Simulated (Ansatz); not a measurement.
**ClMgOSi (charge +1): density, localisation and related maps**

Input

```
crystal:
  periodic: [false, false, false]
  atoms:
    - {symbol: Cl, position_ang: [-2.176875, -0.002048, 0.867651]}
    - {symbol: Si, position_ang: [-0.475484, 0.248218, -0.144177]}
    - {symbol: O, position_ang: [0.846401, -0.502449, 0.337962]}
    - {symbol: Mg, position_ang: [1.805958, 0.256278, -1.061435]}
basis:
  gaussian: {orbitals: def2-TZVPP}
total_charge: 1
hamiltonian: {xc: pbe0, dispersion: d4}
output: {orbitals: {seedname: orbitals}}
```

Launched as:

```sh
ansatz run in.yaml --threads 2 --pin off --events-out ev --progress --plain --max-ram 4352MiB
```

Geometry: PBE0-D4/def2-TZVP.

Computed with Ansatz, RKS PBE0-D4/def2-TZVPP.

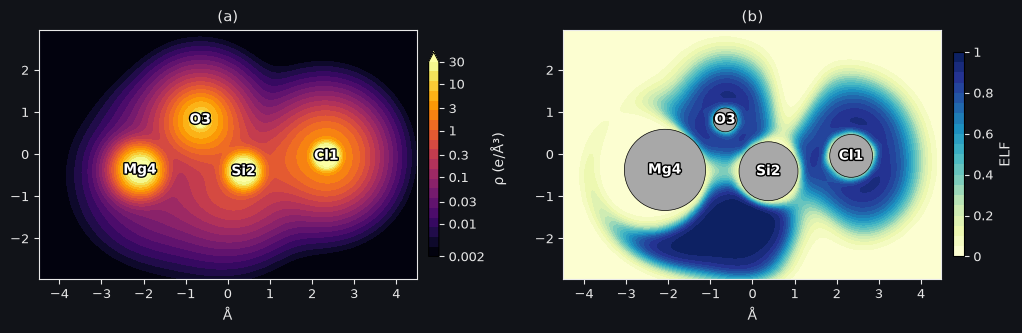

Figure 1. (a) electron density; (b) electron localisation function on the molecular plane. Grey discs cover the atomic cores in the ELF map.

### What does the map show?

Atoms in the plane: Cl, Si, O and Mg.
Si–O (1.59 Å): ρ is about 1.3 e/Å³ halfway; the ELF peaks at about 0.85 between the atoms; a polar covalent bond.
Mg–O (1.86 Å): ρ at the midpoint is about 0.58 e/Å³; the ELF peaks at about 0.85 in the valence shell of O, 0.6 Å from its nucleus, and is about 0.30 at the midpoint: a closed-shell, largely ionic contact.
Si–Cl (2.00 Å): ρ at the midpoint is about 1 e/Å³; the ELF peaks at about 0.85 between the atoms, as expected for a shared but strongly polarised pair.
Mg–Si (2.46 Å): ρ at the midpoint is about 0.33 e/Å³; the ELF is about 0.30 at the midpoint.
The ELF also peaks beside Cl1, away from the bonds: lone-pair regions.

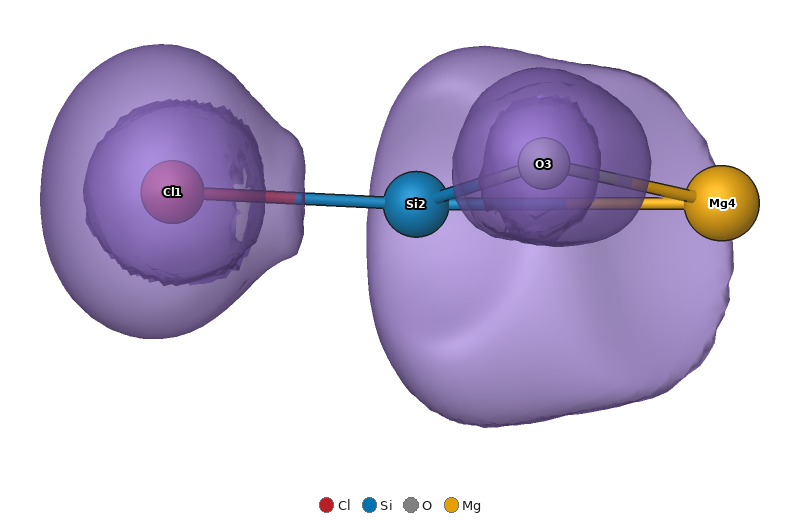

Figure 2. Isosurface of the electron localisation function at 0.8 (purple), seen from one side. Core shells and regions of very low density are left out.

### What do the ELF domains correspond to?

The surface consists of one region on Cl in which the atom's valence shell and bonds are merged, one lobe on Si, pointing away from the bonds (lone pairs) and one region wrapped around O (its valence shell).

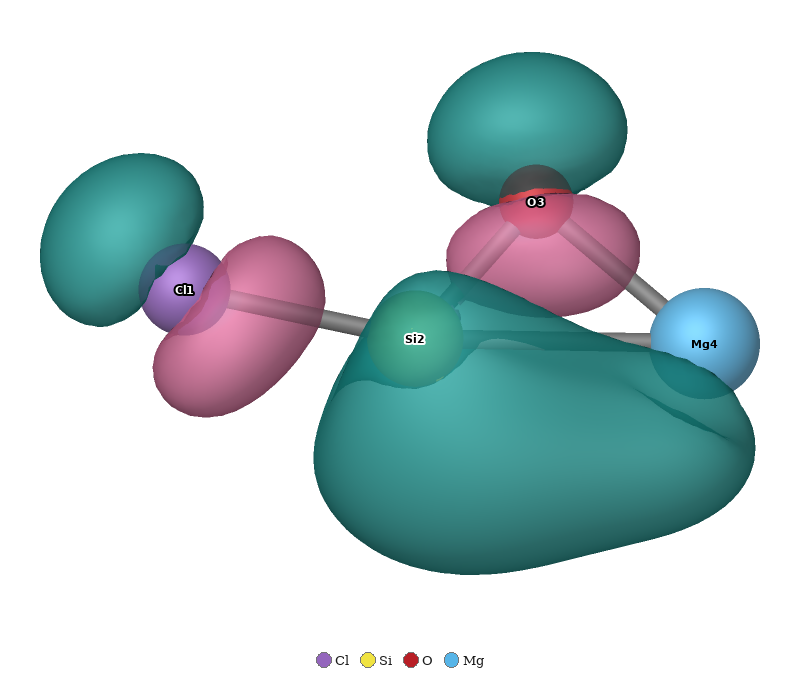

Figure 3. The HOMO at ±0.1 Å⁻³ᐟ² (teal and pink are the two phases), seen at a tilt.

### What is the character of this orbital?

Its weight (Hirshfeld) is mainly on Si2 (about 45 %), O3 (about 25 %), Mg4 (about 20 %) and Cl1 (about 15 %); it is symmetric in the molecular plane (an in-plane orbital: σ, lone-pair or in-plane π type). Its energy is −11.79 eV.
